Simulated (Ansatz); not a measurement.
B2H4

Input file:

```
crystal:
  periodic: [false, false, false]
  atoms:
    - { symbol: B, position_ang: [-0.2087, -0.8362, -0.0744] }
    - { symbol: B, position_ang: [0.2382, 0.7761, 0.0785] }
    - { symbol: H, position_ang: [-0.6206, -1.4077, 0.8505] }
    - { symbol: H, position_ang: [-0.2084, -1.2827, -1.1586] }
    - { symbol: H, position_ang: [0.5746, 1.3897, -0.8889] }
    - { symbol: H, position_ang: [0.2671, 1.2968, 1.1468] }
magnetization:
  spin_polarized: true
basis:
  gaussian: { orbitals: def2-SVP }
hamiltonian:
  xc: pbe0
  dispersion: d4
relax:
  f_tol: 0.02
  max_steps: 50
output:
  orbitals: {}
```

Command:

```sh
ansatz run input.yaml --threads 1 --pin off --max-ram 2048MiB --backend cpu --events-out ev --progress --plain --runs-dir out
```

The fields are those of the relaxed geometry.

The calculation used UKS PBE0-D4/def2-SVP in Ansatz.

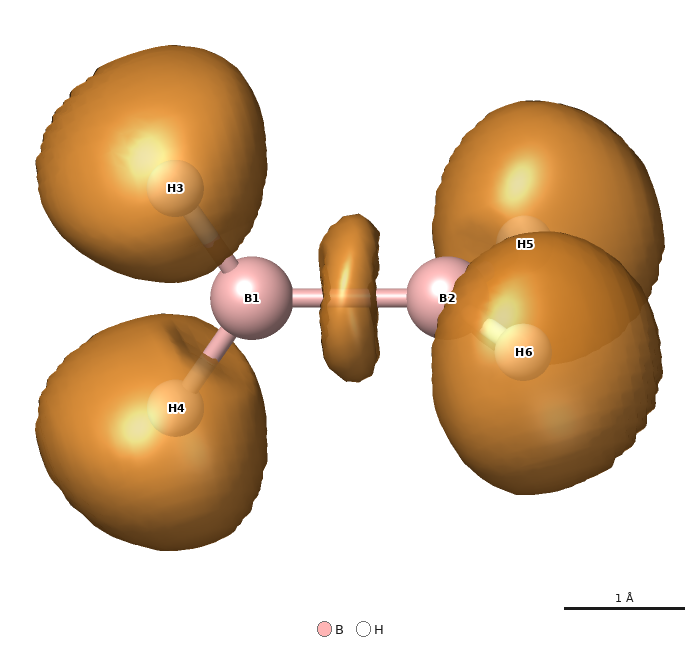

Figure 1. Isosurface of the electron localisation function at 0.9 (orange), seen at a tilt. Only the valence region is drawn (cores and ρ < 0.01 e/Å³ removed).

Q: What do the ELF domains correspond to?

A: The surface consists of one region between bonded B–B atoms (shared pairs) and four regions around hydrogen nuclei.


B–B (1.64 Å): the ELF peaks at about 1 between the atoms; a covalent bond. B–H (1.21 Å): the ELF climbs to about 1 towards the hydrogen, as it does in any bond to H (a covalent bond by its length).

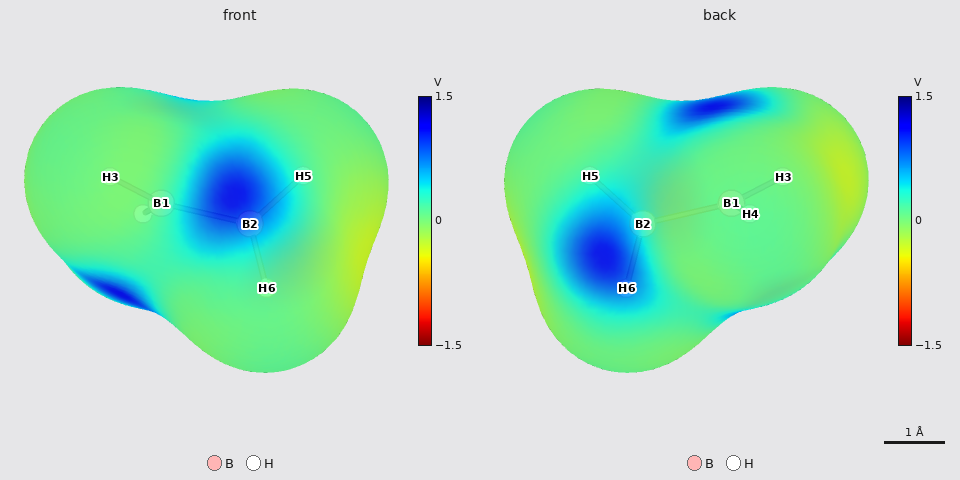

Figure 2. The molecular electrostatic potential painted on the density surface at 0.001 e/bohr³, seen from the front and from behind; the colour scale runs from red (negative) to blue (positive).

Q: Describe the electrostatic potential map.

A: The most negative region (about −0.3 V) lies over H5, the most positive (about +1.1 V) over B1 and B2.

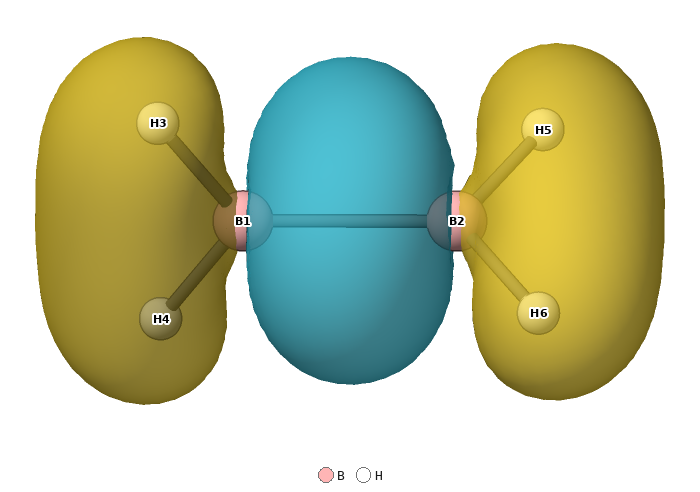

Figure 3. The HOMO at ±0.1 Å⁻³ᐟ² (yellow and cyan are the two phases), seen across its widest extent.

Q: Describe this orbital and give its energy.

A: Its weight (Hirshfeld) is mainly on B1 (about 35 %), B2 (about 35 %), H3 (about 5 %), H4 (about 5 %), H5 (about 5 %) and H6 (about 5 %). Its energy is −8.60 eV.
